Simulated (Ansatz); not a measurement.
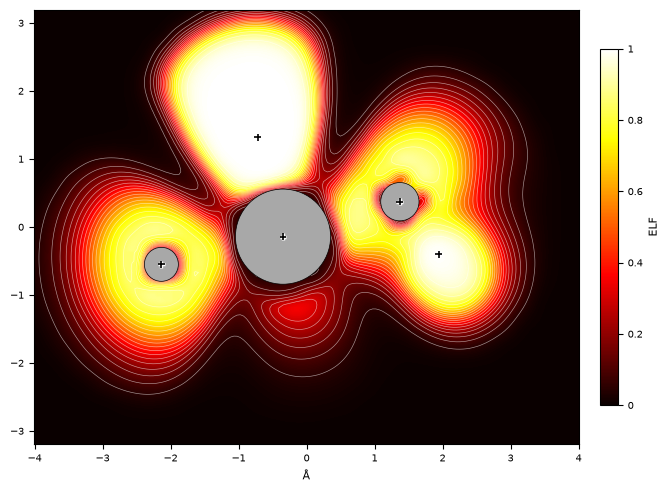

The electron localisation function on a plane through atoms (crosses mark nuclei in the plane; grey discs cover the cores).

Method: RKS PBE0-D4/def2-TZVPPD (Ansatz).

Candidates:
A. Li···F2 (SMILES [Li+].FF) (charge +1)
B. FH4OSi (charge −1)
C. Br···H2S (SMILES [Br-].S) (charge −1)

### Which candidate gave the map?

Candidate B: FH4OSi on the plane of atoms O3, Si2 and H5, which holds F, Si, O and H. Si–O (1.79 Å): the ELF peaks at about 0.90 between the atoms: a shared but strongly polarised pair. Si–F (1.83 Å): the ELF peaks at about 0.85 in the valence shell of F, 0.6 Å from its nucleus, and is about 0.60 at the midpoint.
